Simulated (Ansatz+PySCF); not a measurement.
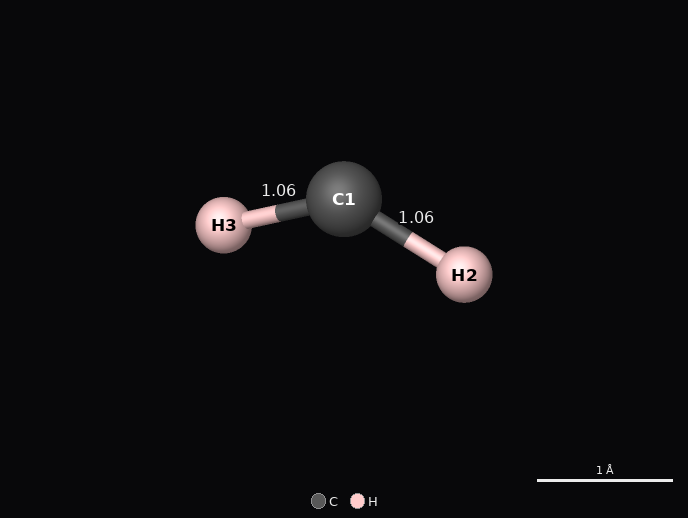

Charge 0, triplet. Geometry: a fixed input geometry, not necessarily a minimum. Basis: cc-pVTZ. Computed at fixed atoms with Ansatz. R, U and RO name restricted, unrestricted and restricted open-shell orbitals; core potentials come with def2 and Stuttgart sets past Kr, some runs use density fitting (about 1 meV), and each entry rests on the lowest determinant that the runs found.

```xyz
3
charge 0, multiplicity 3
C     0.0000    0.0000    0.1049
H     0.0000    0.9644   -0.3284
H     0.0000   -0.9644   -0.3284
```

Give total energies (hartree), correlation energies and ⟨S²⟩ of the determinant for RO-CCSD(T) (1 frozen); RO-MP2 (1 frozen); U-MP2 (1 frozen).

| method | energy (Eh) | correlation (mEh) | ⟨S²⟩ |
| --- | --- | --- | --- |
| RO-MP2 (1 frozen) | -39.0550 | -122.7 | 2.00 |
| U-MP2 (1 frozen) | -39.0551 | -117.4 | 2.02 |
| RO-CCSD(T) (1 frozen) | -39.0771 | -144.8 | 2.00 |
